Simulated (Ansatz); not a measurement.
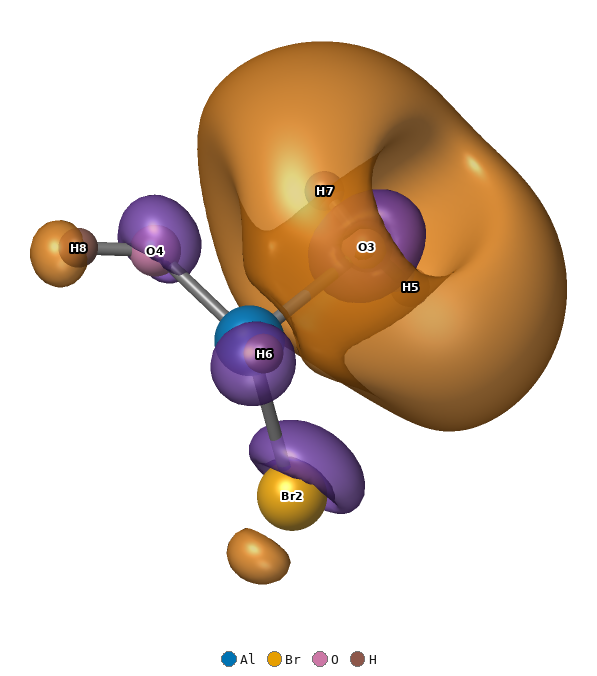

*AlBrH4O2. One frontier orbital at ±0.08 Å⁻³ᐟ² (orange and purple are the two phases), seen at a tilt.*

The product side of a reaction path; geometry: PBE0-D4/def2-TZVP.

Method: RKS PBE0-D4/def2-TZVPP in Ansatz 0.2.0.

```xyz
8

Al    0.3430    0.2176    0.6117
Br    0.5048   -1.9109    1.4953
O     0.4707   -0.3176   -1.2712
O    -1.2376    0.8036    0.2796
H     0.5659   -1.2775   -1.3396
H     1.5215    1.1933    0.9819
H    -0.4107   -0.0792   -1.6005
H    -1.7577    1.3708    0.8429
```

Which orbital is it: HOMO or LUMO?

Answer. The LUMO, at −0.22 eV. It lies mainly on H5 (about 30 %), H7 (about 25 %), O3 (about 20 %), Al1 (about 15 %) and Br2 (about 5 %).
